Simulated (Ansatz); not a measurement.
# CH4AlNO: the cost of one run

Program: Ansatz 0.2.0. Level of theory: RKS r2SCAN-D4/def2-SVP. These are calculated values, not measurements.

## (1) The structure to begin with

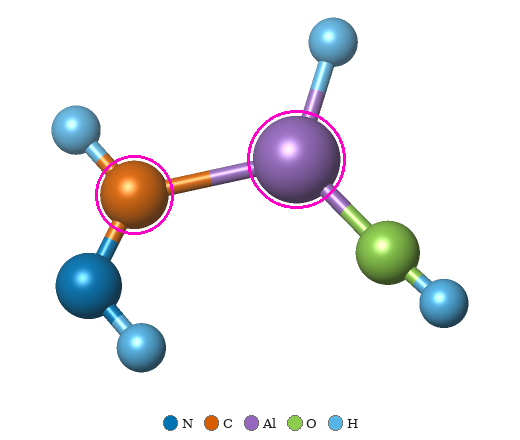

Start, viewed from a chosen angle; nitrogen blue, carbon orange, aluminium purple, oxygen green, hydrogen blue. Ringed: C2, Al3.

Coordinates:

```xyz
8

N    -1.2152    1.5718    0.3435
C     0.0017    1.2884    0.1509
Al    0.8072   -0.5450   -0.1661
O    -0.1194   -1.8969   -0.2112
H    -1.8492    0.7668    0.3362
H     0.6579    2.1700    0.1653
H     2.3240   -0.6461   -0.3694
H    -0.6069   -2.7092   -0.2491
```

## (2) End point A

Contents of input.yaml:

```yaml
crystal:
  periodic: [false, false, false]
  atoms:
    - { symbol: "N", position_ang: [-1.21524, 1.57185, 0.34346] }
    - { symbol: C, position_ang: [0.00172, 1.28837, 0.15086] }
    - { symbol: Al, position_ang: [0.80721, -0.54495, -0.16615] }
    - { symbol: O, position_ang: [-0.11943, -1.89686, -0.21121] }
    - { symbol: H, position_ang: [-1.84917, 0.76681, 0.33621] }
    - { symbol: H, position_ang: [0.65787, 2.17004, 0.16531] }
    - { symbol: H, position_ang: [2.32399, -0.64609, -0.3694] }
    - { symbol: H, position_ang: [-0.60695, -2.70917, -0.24908] }
basis:
  gaussian: { orbitals: def2-SVP }
hamiltonian:
  xc: r2scan
  dispersion: d4
relax:
  f_tol: 0.015
  max_steps: 40
```

On the command line:

```console
ansatz run input.yaml --threads 2 --pin off --max-ram 3072MiB --backend cpu --events-out ev --progress --plain --runs-dir out
```

What time and memory should one allow on 2 threads of Arm Neoverse V1, shared host?

About 42 s, with a peak of 0.16 GiB.
